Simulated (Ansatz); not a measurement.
# C$_{3}$H$_{3}$O: geometry relaxation

The run: geometry relaxation of C$_{3}$H$_{3}$O, multiplicity 2, SMILES O=C1[CH]C1. Method and program: UKS PBE0-D4/STO-3G (Ansatz 0.2.0).

It belongs to a series of runs on one base structure; here: start relaxed. Figures and captions count atoms from 1; the log counts them from 0 in places.

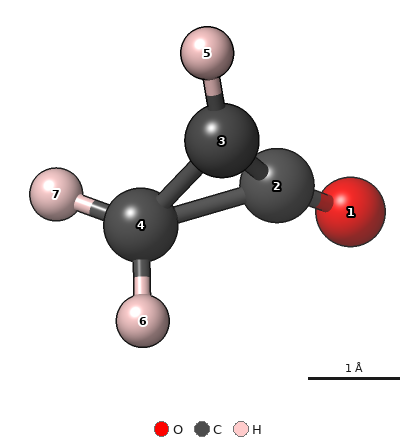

The input geometry (ball-and-stick view, seen at a tilt; atoms are numbered from 1 in the order of the input). Bond lengths as drawn: C–C 1.35 to 1.62 Å, C–H 1.07 to 1.08 Å and C–O 1.19 Å.

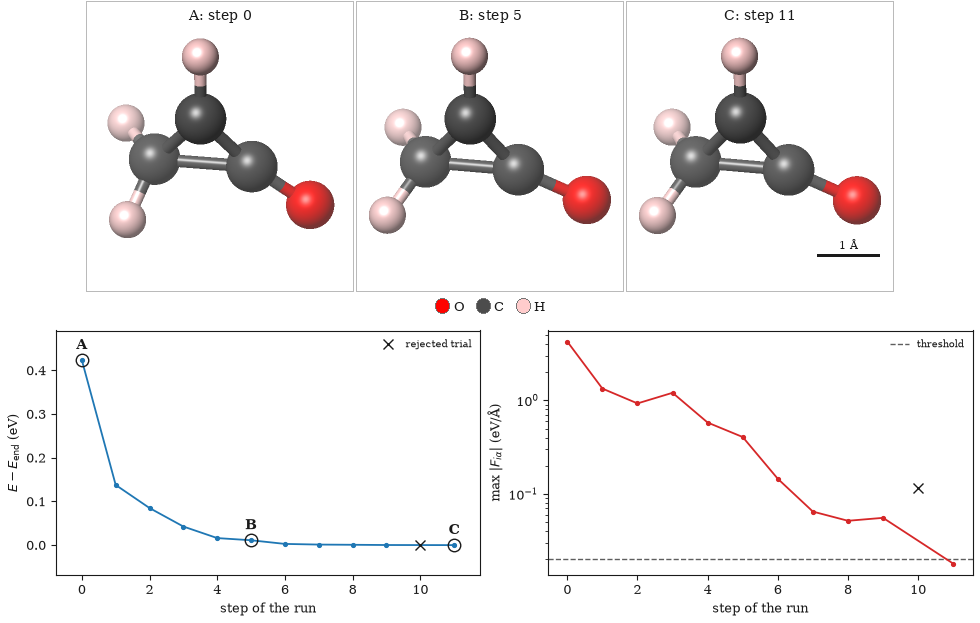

Frames of the relaxation (ball-and-stick view, seen at a tilt) above the curves, on which the letters mark them (the first geometry is step 0 here and step 1 in the log).

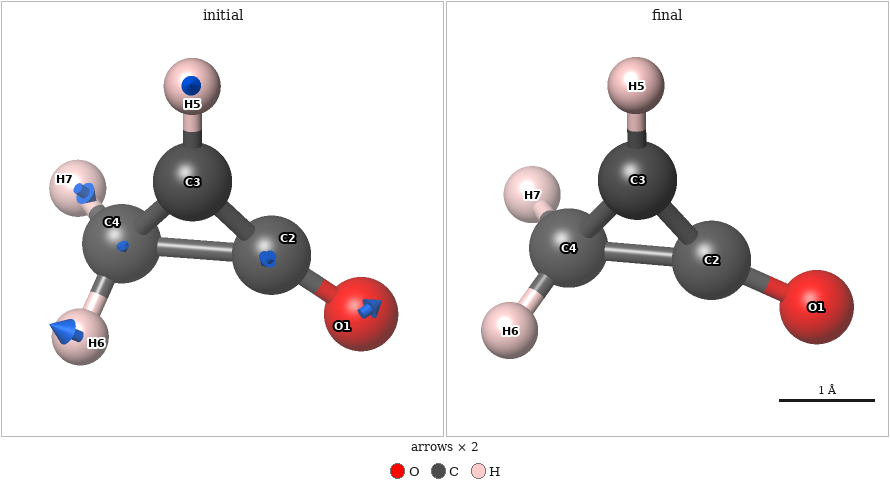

Before (left) and after (right) the relaxation, at one scale (ball-and-stick view, seen at a tilt). The blue arrows give the displacements, magnified 2 times. The atom that moves furthest after the best rigid fit is H6 (0.21 Å). By element the largest moves are H 0.21 Å, O 0.14 Å, C 0.10 Å. Among the contacts that change: C2–C4 1.620 → 1.540 Å, O1–C2 1.188 → 1.260 Å, C2–C3 1.346 → 1.406 Å, C3–C4 1.466 → 1.512 Å. Among the angles that change: O1–C2–C3 163.3° → 151.6°, O1–C2–C4 137.9° → 146.8°, C2–C4–H6 107.4° → 116.0°. After 11 geometry steps the energy has fallen by 0.424 eV. The largest force component goes from 4.2 to 0.018 eV/Å. The line search rejected the trial step at point 10 (counted from 0) and went back. (Atoms are counted from 1 in the order of the input.)

The input that produced these results follows, with the program's output.

## Input file
```yaml
crystal:
  periodic: [false, false, false]
  atoms:
    - { symbol: O, position_ang: [-1.16279, -1.65116, 0.49968] }
    - { symbol: C, position_ang: [-0.31433, -0.8637, 0.23061] }
    - { symbol: C, position_ang: [0.87708, -0.26531, 0.04531] }
    - { symbol: C, position_ang: [-0.1973, 0.72657, -0.05793] }
    - { symbol: H, position_ang: [1.74712, -0.44016, -0.54707] }
    - { symbol: H, position_ang: [-0.56926, 1.24158, 0.81765] }
    - { symbol: H, position_ang: [-0.38051, 1.25218, -0.98824] }
magnetization:
  spin_polarized: true
  initial_magnetization: 1
basis:
  gaussian: { orbitals: STO-3G }
hamiltonian:
  xc: pbe0
  dispersion: d4
relax:
  f_tol: 0.02
  max_steps: 40
```

Command:
```bash
ansatz run input.yaml --threads 1 --pin off --max-ram 2048MiB --backend cpu --events-out ev --progress --plain --runs-dir out
```

## Output
```
The last accepted step is kept in [file] (removed where the run ends without a failure and the disk answers)
Engine: ansatz 0.2.0, aarch64-unknown-linux-gnu
Functional definition: PBE0
  parameter a = 0.25
  parameter kappa = 0.804
  parameter beta = 0.06672455060314922
  exchange = (1 - a)*pbe_x(kappa = kappa, mu = beta*pi^2/3) + a*exact_x
  correlation = pbe_c(beta = beta)
346 factors; integrals over basis functions are off by at most 1.1e-5 eV
mean field evaluation 1: about -5128.6533 eV, gradient 1.6e1 eV
mean field evaluation 2: about -5124.9624 eV, gradient 3.3e1 eV
mean field evaluation 4: about -5130.1067 eV, gradient 1.9e0 eV
mean field evaluation 8: about -5130.0833 eV, gradient 1.1e-1 eV
mean field evaluation 16: about -5130.0839 eV, gradient 1.3e-4 eV
mean field -5130.08389398 eV, -188.5271058081 hartree, gradient 7.7e-6 eV, S^2 0.774006; 2 other end points of the search recorded, 0 dependent functions left out
the calculation of the forces begins
reference -5130.08390637 eV, -188.5271062634 hartree; 15, 14 occupied and 8, 9 virtual orbitals, 346 factors
relax step   1: F+E_penalty+E_count = -5130.16652234 eV  Δ(F+E_penalty+E_count) = +0.000e0 eV  max|allowed force component| = 4.241e0 eV/Å  Δτ_max = 0.0000 Å  (41 SCF iters, accepted)
these checks for a lower state are left out or cut short: starts, cluster_reference, orbital_swaps, neighbouring_geometries, increment
346 factors; integrals over basis functions are off by at most 1.2e-5 eV
mean field -5130.37040841 eV, -188.5376350191 hartree, gradient 2.7e-5 eV, S^2 0.785757; 0 other end points of the search recorded, 0 dependent functions left out
[... from here on the field's lines of each further geometry are left out, up to the last ...]
relax step   2: F+E_penalty+E_count = -5130.45238181 eV  Δ(F+E_penalty+E_count) = -2.859e-1 eV  max|allowed force component| = 1.335e0 eV/Å  Δτ_max = 0.0865 Å  (36 SCF iters, accepted)
relax step   3: F+E_penalty+E_count = -5130.50521384 eV  Δ(F+E_penalty+E_count) = -5.283e-2 eV  max|allowed force component| = 9.272e-1 eV/Å  Δτ_max = 0.0410 Å  (37 SCF iters, accepted)
relax step   4: F+E_penalty+E_count = -5130.54755113 eV  Δ(F+E_penalty+E_count) = -4.234e-2 eV  max|allowed force component| = 1.204e0 eV/Å  Δτ_max = 0.0742 Å  (38 SCF iters, accepted)
relax step   5: F+E_penalty+E_count = -5130.57400424 eV  Δ(F+E_penalty+E_count) = -2.645e-2 eV  max|allowed force component| = 5.790e-1 eV/Å  Δτ_max = 0.0174 Å  (36 SCF iters, accepted)
relax step   6: F+E_penalty+E_count = -5130.57899367 eV  Δ(F+E_penalty+E_count) = -4.989e-3 eV  max|allowed force component| = 4.057e-1 eV/Å  Δτ_max = 0.0462 Å  (37 SCF iters, accepted)
relax step   7: F+E_penalty+E_count = -5130.58734984 eV  Δ(F+E_penalty+E_count) = -8.356e-3 eV  max|allowed force component| = 1.453e-1 eV/Å  Δτ_max = 0.0371 Å  (37 SCF iters, accepted)
relax step   8: F+E_penalty+E_count = -5130.58886019 eV  Δ(F+E_penalty+E_count) = -1.510e-3 eV  max|allowed force component| = 6.483e-2 eV/Å  Δτ_max = 0.0203 Å  (37 SCF iters, accepted)
relax step   9: F+E_penalty+E_count = -5130.58933132 eV  Δ(F+E_penalty+E_count) = -4.711e-4 eV  max|allowed force component| = 5.170e-2 eV/Å  Δτ_max = 0.0044 Å  (32 SCF iters, accepted)
relax step  10: F+E_penalty+E_count = -5130.58986587 eV  Δ(F+E_penalty+E_count) = -5.346e-4 eV  max|allowed force component| = 5.559e-2 eV/Å  Δτ_max = 0.0099 Å  (39 SCF iters, accepted)
relax step  11: F+E_penalty+E_count = -5130.58954043 eV  Δ(F+E_penalty+E_count) = +3.254e-4 eV  max|allowed force component| = 1.156e-1 eV/Å  Δτ_max = 0.0113 Å  (39 SCF iters, rejected (line search))
the calculation of the forces begins
reference -5130.50821644 eV, -188.5426993708 hartree; 15, 14 occupied and 8, 9 virtual orbitals, 346 factors
relax step  12: F+E_penalty+E_count = -5130.59010316 eV  Δ(F+E_penalty+E_count) = -2.373e-4 eV  max|allowed force component| = 1.803e-2 eV/Å  Δτ_max = 0.0055 Å  (31 SCF iters, accepted)
346 factors; integrals over basis functions are off by at most 1.6e-5 eV
mean field evaluation 128: about -5130.2546 eV, gradient 1.2e0 eV
mean field -5130.50820392 eV, -188.5426989107 hartree, gradient 2.5e-5 eV, S^2 0.799189; 3 other end points of the search recorded, 0 dependent functions left out
the calculation of the forces begins
reference -5130.50821644 eV, -188.5426993708 hartree; 15, 14 occupied and 8, 9 virtual orbitals, 346 factors
Total energy: -5130.59011568 eV, -188.5457091123 hartree
Atom 0 at    -1.179178    -1.760342     0.411248 Å, force    -0.008948    -0.004152     0.000586 eV/Å
Atom 1 at    -0.390715    -0.793791     0.232403 Å, force     0.018031     0.002398    -0.002825 eV/Å
Atom 2 at     0.899957    -0.270546     0.043034 Å, force     0.004107    -0.005399    -0.011877 eV/Å
Atom 3 at    -0.243425     0.715722    -0.033218 Å, force    -0.004515    -0.008637     0.004159 eV/Å
Atom 4 at     1.839849    -0.447226    -0.491909 Å, force    -0.005655     0.001241     0.012788 eV/Å
Atom 5 at    -0.411463     1.375561     0.830122 Å, force     0.004077     0.008297     0.003332 eV/Å
Atom 6 at    -0.515014     1.180622    -0.991670 Å, force    -0.007098     0.006251    -0.006163 eV/Å
Dipole moment:     0.214691     0.235051    -0.119312 e Å
```

## Trajectory as extended XYZ (Å, eV, eV/Å), 12 frames, from step=1 to step=12
```
7
Properties=species:S:1:pos:R:3:forces:R:3 step=1 energy=-5130.16652
O    -1.1628   -1.6512    0.4997   -4.1049  -4.2409   1.2223
C    -0.3143   -0.8637    0.2306    1.8786   3.0822  -0.9676
C     0.8771   -0.2653    0.0453    1.6760   0.7382   0.5391
C    -0.1973    0.7266   -0.0579   -0.2426  -0.0515  -0.2121
H     1.7471   -0.4402   -0.5471    0.9901  -0.2362  -0.6487
H    -0.5693    1.2416    0.8176   -0.0011   0.4573   0.6118
H    -0.3805    1.2522   -0.9882   -0.1961   0.2508  -0.5447
7
Properties=species:S:1:pos:R:3:forces:R:3 step=2 energy=-5130.45238
O    -1.2063   -1.7170    0.4801   -0.2202  -0.7152   0.0467
C    -0.3285   -0.8706    0.2318   -0.5027   1.3355  -0.0938
C     0.8900   -0.2529    0.0607    0.9358  -0.1443   0.0008
C    -0.2105    0.7279   -0.0579   -0.3948  -0.3422   0.2672
H     1.7827   -0.4275   -0.5412    0.2027  -0.1101  -0.0830
H    -0.5085    1.3012    0.8329    0.0358  -0.0024  -0.0653
H    -0.4190    1.2389   -1.0065   -0.0566  -0.0212  -0.0727
7
Properties=species:S:1:pos:R:3:forces:R:3 step=3 energy=-5130.50521
O    -1.2129   -1.7260    0.4530    0.4720  -0.0659  -0.0768
C    -0.3363   -0.8486    0.2381   -0.7727   0.9272  -0.0457
C     0.9074   -0.2482    0.0700    0.5633  -0.3228  -0.1181
C    -0.2153    0.7267   -0.0493   -0.3133  -0.4756   0.2004
H     1.8004   -0.4405   -0.5412   -0.0464   0.0058   0.0896
H    -0.4907    1.3214    0.8367    0.0729  -0.0129  -0.1216
H    -0.4525    1.2153   -1.0073    0.0241  -0.0557   0.0723
7
Properties=species:S:1:pos:R:3:forces:R:3 step=4 energy=-5130.54755
O    -1.2084   -1.7464    0.3982    1.2043   0.9344  -0.1495
C    -0.3635   -0.7973    0.2438   -0.9599  -0.7888   0.1949
C     0.9296   -0.2416    0.0869   -0.0836  -0.5976  -0.3220
C    -0.2413    0.7075   -0.0317    0.0832   0.5092   0.1024
H     1.8219   -0.4539   -0.5324   -0.2518   0.1551   0.2692
H    -0.4324    1.3673    0.8376   -0.0327  -0.1525  -0.3050
H    -0.5059    1.1644   -1.0023    0.0405  -0.0598   0.2100
7
Properties=species:S:1:pos:R:3:forces:R:3 step=5 energy=-5130.57400
O    -1.1930   -1.7483    0.4060    0.5790   0.3673  -0.0648
C    -0.3657   -0.8032    0.2424   -0.5187   0.0033   0.0330
C     0.9236   -0.2548    0.0789   -0.2127  -0.1166  -0.1494
C    -0.2351    0.7187   -0.0332    0.0995  -0.2080   0.1186
H     1.8171   -0.4600   -0.5291   -0.0573   0.0760   0.1071
H    -0.4466    1.3682    0.8328    0.0549  -0.0776  -0.1129
H    -0.5003    1.1795   -0.9979    0.0553  -0.0444   0.0684
7
Properties=species:S:1:pos:R:3:forces:R:3 step=6 energy=-5130.57899
O    -1.1720   -1.7591    0.4085   -0.3023  -0.1858  -0.0313
C    -0.4023   -0.7877    0.2188    0.4057   0.0888   0.2649
C     0.9006   -0.2664    0.0629    0.3788  -0.2192  -0.3362
C    -0.2381    0.7173   -0.0319   -0.2333   0.0039  -0.0244
H     1.8333   -0.4451   -0.4973   -0.2048   0.0546   0.1587
H    -0.4017    1.3747    0.8308   -0.1074   0.0958   0.0508
H    -0.5198    1.1662   -0.9918    0.0632   0.1619  -0.0824
7
Properties=species:S:1:pos:R:3:forces:R:3 step=7 energy=-5130.58735
O    -1.1749   -1.7616    0.4161   -0.0768  -0.0284  -0.0023
C    -0.3923   -0.7942    0.2362    0.1453  -0.0165  -0.0425
C     0.9042   -0.2685    0.0582   -0.0645   0.0128  -0.0044
C    -0.2435    0.7141   -0.0314    0.0842   0.0386  -0.0389
H     1.8234   -0.4451   -0.5140   -0.0260  -0.0031   0.0552
H    -0.4295    1.3711    0.8302    0.0212   0.0209   0.0067
H    -0.4875    1.1842   -0.9954   -0.0833  -0.0243   0.0263
7
Properties=species:S:1:pos:R:3:forces:R:3 step=8 energy=-5130.58886
O    -1.1786   -1.7581    0.4096    0.0178   0.0034  -0.0138
C    -0.3866   -0.7952    0.2335   -0.0226   0.0310   0.0461
C     0.9070   -0.2678    0.0598   -0.0644   0.0264  -0.0648
C    -0.2397    0.7157   -0.0326   -0.0111  -0.0092   0.0040
H     1.8271   -0.4493   -0.5062    0.0432  -0.0054   0.0128
H    -0.4218    1.3746    0.8296    0.0072  -0.0226  -0.0130
H    -0.5074    1.1803   -0.9937    0.0299  -0.0236   0.0286
7
Properties=species:S:1:pos:R:3:forces:R:3 step=9 energy=-5130.58933
O    -1.1780   -1.7587    0.4106   -0.0124  -0.0107  -0.0102
C    -0.3887   -0.7943    0.2329    0.0290   0.0207   0.0347
C     0.9050   -0.2680    0.0559   -0.0310  -0.0077  -0.0517
C    -0.2408    0.7156   -0.0328   -0.0142  -0.0013   0.0064
H     1.8298   -0.4486   -0.5034    0.0178   0.0016   0.0202
H    -0.4197    1.3739    0.8298    0.0033  -0.0010  -0.0017
H    -0.5075    1.1801   -0.9931    0.0074  -0.0016   0.0023
7
Properties=species:S:1:pos:R:3:forces:R:3 step=10 energy=-5130.58987
O    -1.1781   -1.7601    0.4114   -0.0317  -0.0212  -0.0017
C    -0.3909   -0.7937    0.2323    0.0556   0.0156   0.0100
C     0.9012   -0.2690    0.0476    0.0058  -0.0315  -0.0289
C    -0.2431    0.7154   -0.0333   -0.0033   0.0032   0.0141
H     1.8361   -0.4477   -0.4959   -0.0088   0.0070   0.0209
H    -0.4137    1.3746    0.8298   -0.0038   0.0137   0.0077
H    -0.5115    1.1806   -0.9920   -0.0138   0.0133  -0.0221
7
Properties=species:S:1:pos:R:3:forces:R:3 step=11 energy=-5130.58954 accepted=F
O    -1.1808   -1.7628    0.4099   -0.0301  -0.0195   0.0126
C    -0.3929   -0.7953    0.2334   -0.0181   0.0306  -0.0199
C     0.8970   -0.2758    0.0419    0.1040   0.1156  -0.0739
C    -0.2435    0.7154   -0.0324    0.0079  -0.0885   0.0041
H     1.8423   -0.4403   -0.4900   -0.0572  -0.0409   0.0490
H    -0.4055    1.3794    0.8279   -0.0088   0.0066   0.0401
H    -0.5166    1.1793   -0.9909    0.0023  -0.0040  -0.0121
7
Properties=species:S:1:pos:R:3:forces:R:3 step=12 energy=-5130.59010
O    -1.1792   -1.7603    0.4112   -0.0089  -0.0042   0.0006
C    -0.3907   -0.7938    0.2324    0.0180   0.0024  -0.0028
C     0.9000   -0.2705    0.0430    0.0041  -0.0054  -0.0119
C    -0.2434    0.7157   -0.0332   -0.0045  -0.0086   0.0042
H     1.8398   -0.4472   -0.4919   -0.0057   0.0012   0.0128
H    -0.4115    1.3756    0.8301    0.0041   0.0083   0.0033
H    -0.5150    1.1806   -0.9917   -0.0071   0.0063  -0.0062
```

## Summary

| quantity | value |
| --- | --- |
| outcome | converged |
| total energy | −5130.5901 eV |
| mean-field energy | −5130.5082 eV |
| ⟨S²⟩ | 0.799 |
| largest force (length of the vector) at the end | 0.018 eV/Å |
| hardware | 1 thread of Arm Neoverse V2, 24 GiB of memory available, shared host |
| wall time | 18 s |
| peak memory | 0.094 GiB |
